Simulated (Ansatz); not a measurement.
Input file:

```
crystal:
  periodic: [false, false, false]
  atoms:
    - {symbol: N, position_ang: [-0.240407, 1.442925, -0.209178]}
    - {symbol: C, position_ang: [-0.279121, 0.036846, -0.552188]}
    - {symbol: O, position_ang: [0.619159, -0.231255, -1.608487]}
    - {symbol: Si, position_ang: [0.200955, -1.096893, 0.888227]}
    - {symbol: F, position_ang: [1.424345, -0.383878, 1.646941]}
    - {symbol: H, position_ang: [0.504117, 1.672759, 0.437407]}
    - {symbol: H, position_ang: [-1.119213, 1.780002, 0.156856]}
    - {symbol: H, position_ang: [-1.314728, -0.182576, -0.858388]}
    - {symbol: H, position_ang: [0.561200, 0.523214, -2.207369]}
    - {symbol: H, position_ang: [0.638883, -2.450691, 0.475934]}
    - {symbol: H, position_ang: [-0.929790, -1.167453, 1.850844]}
basis:
  gaussian: {orbitals: def2-TZVPP}
hamiltonian: {xc: pbe0, dispersion: d4}
output: {orbitals: {seedname: orbitals}}
```

Launched as:

```sh
ansatz run in.yaml --threads 4 --pin off --events-out ev --progress --plain --max-ram 10444MiB
```

Geometry: PBE0-D4/def2-TZVP.

All numbers below come from RKS PBE0-D4/def2-TZVPP in Ansatz 0.2.0.

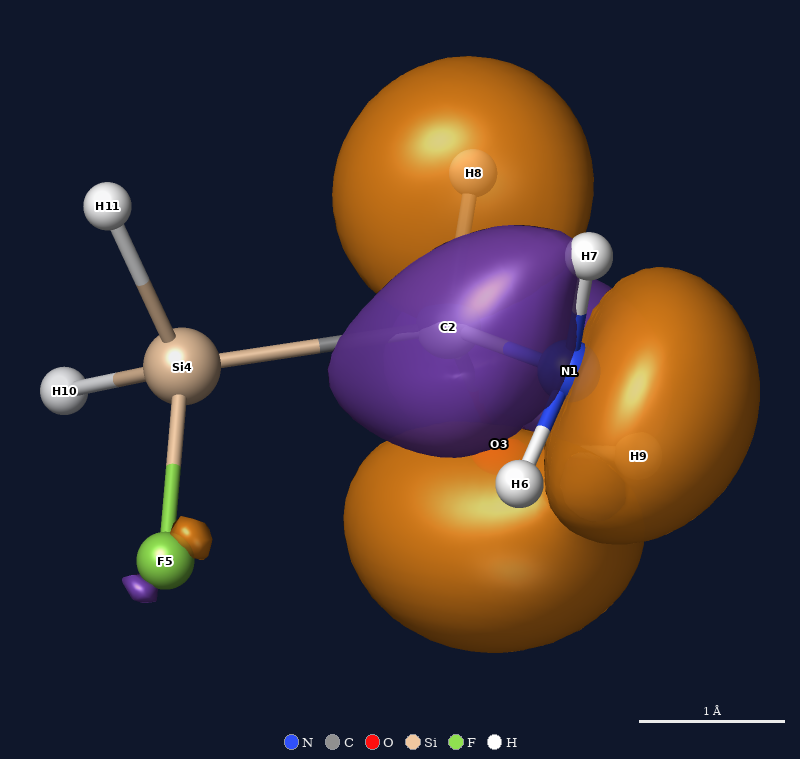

CH$_{6}$FNOSi (SMILES NC(O)[SiH2]F). The HOMO−1 at ±0.1 Å⁻³ᐟ² (orange and purple are the two phases), seen from one side.

Q: What is the character of this orbital?

A: By Hirshfeld shares it lies mainly on O3 (about 50 %), N1 (about 20 %), C2 (about 10 %) and H8 (about 5 %); largely a combination of lone pairs on O3 and N1. Its energy is −8.42 eV.
